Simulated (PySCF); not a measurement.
# PBE0/def2-SVP run of GaHCl2O (SMILES [OH][Ga]([Cl])[Cl])

Aim: the energy change on altering one bond length of GaHCl2O at PBE0/def2-SVP, from 2 runs. Input form: a Python script.

The results are computed with PySCF 2.14.0.

1 further run of the same task is left out (set aside as unsound or not needed).

**1. The system as given**

The species is GaHCl2O (5 atoms), meant as a singlet with charge 0. SMILES: `[OH][Ga]([Cl])[Cl]`. The coordinates come from a PBE0-D4/def2-TZVP relaxation.

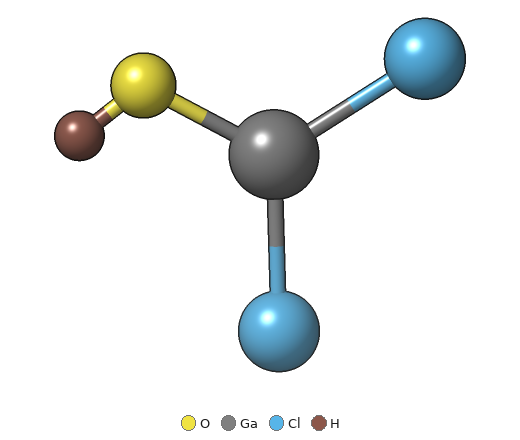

Viewed from a chosen angle; oxygen yellow, gallium grey, chlorine blue, hydrogen brown.

**2. A single-point energy at PBE0/def2-SVP**

Contents of calc.py:

```python
from pyscf import gto, dft

mol = gto.Mole()
mol.atom = '''
O        0.254500       1.354600       0.245900
Ga       0.118500      -0.394500       0.056800
Cl       1.500000      -1.634900       1.057700
Cl      -1.407900      -1.236300      -1.155800
H       -0.415200       1.837400      -0.246000
'''
mol.spin = 0
mol.verbose = 3
mol.basis = 'def2-svp'
mol.max_memory = 1860
mol.build()

mf = dft.RKS(mol, xc='pbe0')
mf.grids.level = 5
mf.conv_tol = 1e-10
mf.kernel()
if not mf.converged:
    mf = mf.newton().run(mf.mo_coeff, mf.mo_occ)

energy = mf.e_tot
print('Final energy', energy)
```

Command:

```sh
$ OMP_NUM_THREADS=1 python calc.py
```

Output:

```text
converged SCF energy = -2919.99276504548
Final energy -2919.9927650454756
```

Run time: 18 s. Hardware: 1 thread of Intel Xeon at 2.70GHz, shared host; peak memory 0.46 GiB.

**3. The distorted shape**

Contents of run.py:

```python
from pyscf import gto, dft

mol = gto.Mole()
mol.atom = '''
O      1.113670     2.103671     0.929433
Ga     0.856668    -1.201648     0.572086
Cl     3.467324    -3.545665     2.463513
Cl    -2.027810    -2.792420    -1.719396
H     -0.784614     3.472183    -0.464873
'''
mol.unit = 'bohr'
mol.charge = 0
mol.max_memory = 1860
mol.basis = 'def2-svp'
mol.verbose = 3
mol.build()

calc0 = dft.RKS(mol, xc='pbe0')
calc0.grids.level = 5
calc0.conv_tol = 1e-10
calc0.kernel()
if not calc0.converged:
    calc0 = calc0.newton().run(calc0.mo_coeff, calc0.mo_occ)

energy = calc0.e_tot
print('E(%s) = %.9f' % ('PBE0', energy))
```

Command:

```sh
$ OMP_NUM_THREADS=1 python run.py
```

Output:

```text
converged SCF energy = -2919.90435544288
E(PBE0) = -2919.904355443
```

It took 17 s on 1 thread of Intel Xeon at 2.70GHz, shared host; peak memory 0.46 GiB.

**4. Outcome**

Level: PBE0/def2-SVP.

| quantity | value |
| --- | --- |
| first shape: total energy | -2919.99277 Eh |
| first shape: dipole moment | 1.58 D |
| first shape: HOMO energy | -9.23 eV |
| first shape: LUMO energy | -1.38 eV |
| first shape: HOMO–LUMO gap | 7.86 eV |
| distorted shape: total energy | -2919.90436 Eh |
| distorted shape: dipole moment | 2.01 D |
| distorted shape: HOMO energy | -9.06 eV |
| distorted shape: LUMO energy | -2.45 eV |
| distorted shape: HOMO–LUMO gap | 6.62 eV |
| energy change with the O1–H5 bond stretched from 0.961 to 1.442 Å | 2.406 eV |

**Reading.** With the O1–H5 bond stretched from 0.961 to 1.442 Å the energy rises by 2.41 eV (232 kJ/mol). The first shape isn't relaxed at this level, so the change isn't measured from a minimum. Mulliken charges (distorted shape) run from -0.52 on O1 to +0.68 on Ga2; they depend strongly on the basis.
